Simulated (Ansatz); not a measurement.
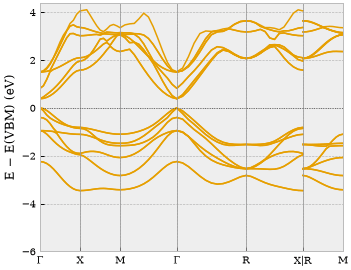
*Band structure from r²SCAN with spin–orbit coupling in the plane-wave PAW code Ansatz*

Problem. Read off the gap and where the band edges lie.

Solution. About 0.4 eV (0.38 eV by a search for the band edges); maximum at Γ, minimum at Γ.

The material is Sr₃BiN (anti-perovskite, Pm-3m).

The first step of the workflow began from a Materials Project structure, measured or hypothetical; the Crystallography Open Database copy checked does not list it. Its standing as an ambient phase is unchecked. Symmetry was held in the r²SCAN relaxation; its stability against distortions is not shown here.

Potentials: the later of the program's two PAW sets.
